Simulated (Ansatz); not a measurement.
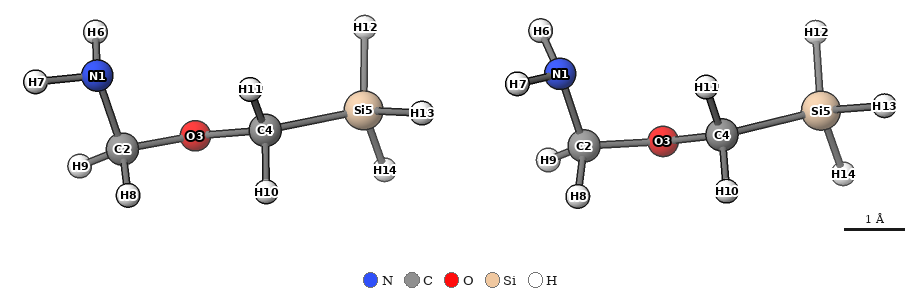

Two geometries of C2H9NOSi, drawn at one scale. One is the start of a relaxation, the other its converged end. The picture is a ball-and-stick view, seen face on.

These are results of RKS B3LYP-D4/def2-SVP in Ansatz, not measurements. Settings: no spin polarisation; force threshold 0.015 eV/Å; at most 40 steps.

> Which one is relaxed?

The right one is the relaxed one. The run prepares an end point of a later path (torsion) calculation, from a guessed geometry. H7 moves most after the best rigid fit: 0.55 Å. Largest moves by element: H 0.55 Å, O 0.16 Å, C 0.16 Å, N 0.11 Å, Si 0.05 Å. Near-neighbour distances that change, for instance: C4–Si5 1.826 → 1.895 Å, O3–C4 1.481 → 1.418 Å, C2–H8 1.053 → 1.110 Å, Si5–H13 1.449 → 1.495 Å. Bond angles that change, for instance: O3–C4–Si5 118.8° → 108.0°, H6–N1–H7 100.5° → 109.0°, O3–C4–H10 103.2° → 111.0°. Groups turn about N1–C2 by about 35°. Over 10 accepted moves (11 points after the start) the energy falls by 50.9 kJ/mol. The largest force component goes from 3.9 to 0.014 eV/Å. The line search rejected the trial step at point 6 of the run.
